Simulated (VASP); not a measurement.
Band structure of SrO. Level of theory: PBE GGA, VASP's PBE PAW potentials (set 64) (plane waves; VASP).

The cell holds a wide vacuum, so values per volume refer to the whole cell.

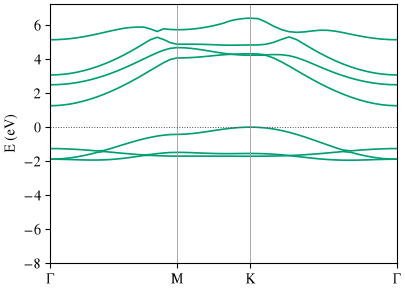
Figure: Bands along high-symmetry lines, zero at the valence-band maximum or, without a gap, the Fermi level

**Question.** Read the plot: is there a gap, and where are the band edges?

**Answer.** The gap is indirect, 1.26 eV, from the valence maximum at K to the conduction minimum at Γ.

The cell is a sheet with vacuum, built from a generated structure.
